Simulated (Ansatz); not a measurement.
H₅InSi₂ (SMILES [SiH2-][In+][SiH3])

```xyz
8

In   -0.4591    0.0775    0.6500
Si   -0.2672   -0.5175   -1.9883
Si   -0.3263    1.0247    3.0335
H    -0.9515   -1.8229   -2.2904
H    -0.9179    0.5528   -2.8242
H    -1.8695    0.9228    3.0588
H     1.1713   -0.6352   -2.4175
H    -0.0691   -0.4294    3.4941
```

Geometry: BLYP-D3(BJ)/def2-SVP; core potentials replace the inner electrons of In.

Method: Ansatz, isolated molecule in a Gaussian basis; Kohn-Sham density functional theory, functional PBE0.

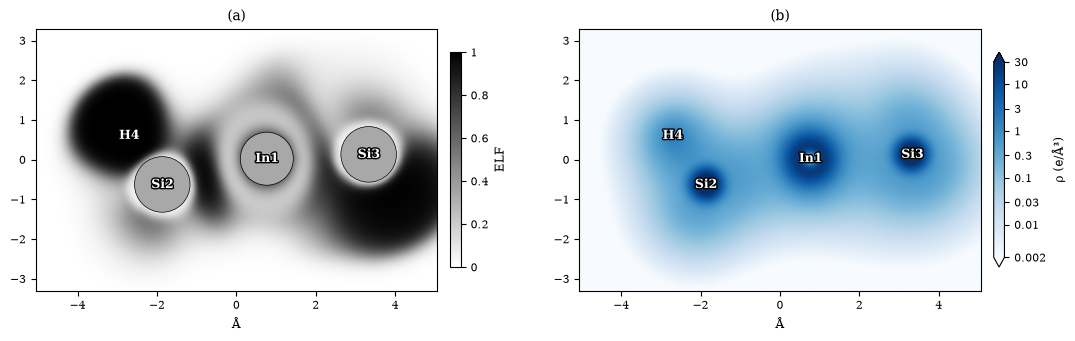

Figure 1. (a) electron localisation function; (b) electron density on the plane of atoms Si2, In1 and Si3. Grey discs cover the atomic cores in the ELF map.

> What do the fields say about this system?

- Atoms in the plane: In, Si and H.
- In–Si (2.57 Å): ρ is about 0.41 e/Å³ halfway; the ELF peaks at about 0.75 in the valence shell of Si, 1.1 Å from its nucleus, and is about 0.65 at the midpoint.
- Si–H (1.50 Å): ρ is about 0.78 e/Å³ halfway; the ELF climbs to about 1 towards the hydrogen, as it does in any bond to H.
- In–Si (2.71 Å): the density is about 0.4 e/Å³ at the midpoint; the ELF peaks at about 0.95 between the atoms: a covalent bond.
- The ELF also peaks beside Si3, away from the bonds: lone-pair regions.

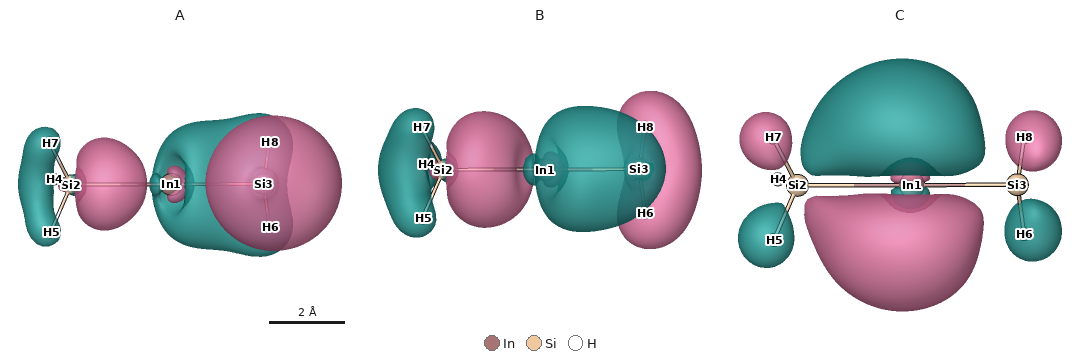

Figure 2. Three frontier orbitals at ±0.06 Å⁻³ᐟ² (teal and pink are the two phases), in no order.

> Order the three orbitals by energy and name them.

B is the HOMO−1 (−6.94 eV). It lies mainly on Si3 (about 35 %), In1 (about 25 %), Si2 (about 20 %), H8 (about 5 %) and H6 (about 5 %). A is the HOMO (−5.94 eV). Its weight (Hirshfeld) is mainly on Si3 (about 60 %), In1 (about 20 %) and Si2 (about 10 %). C is the LUMO (−2.34 eV). It lies mainly on In1 (about 75 %) and Si2 (about 10 %).

> What is the HOMO–LUMO gap?

3.60 eV between the orbital energies.

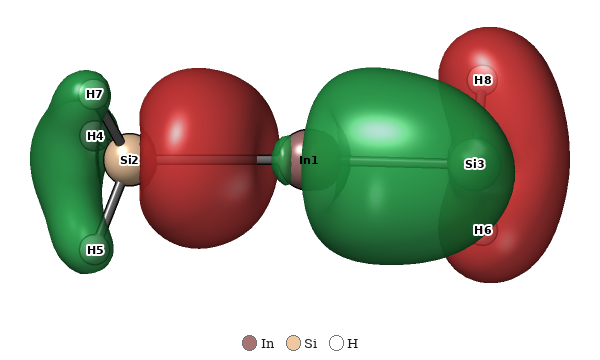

Figure 3. The HOMO−1 at ±0.08 Å⁻³ᐟ² (green and red are the two phases), seen at a tilt.

> Describe this orbital and give its energy.

Its weight (Hirshfeld) is mainly on Si3 (about 35 %), In1 (about 25 %), Si2 (about 20 %), H8 (about 5 %) and H6 (about 5 %). Its energy is −6.94 eV.
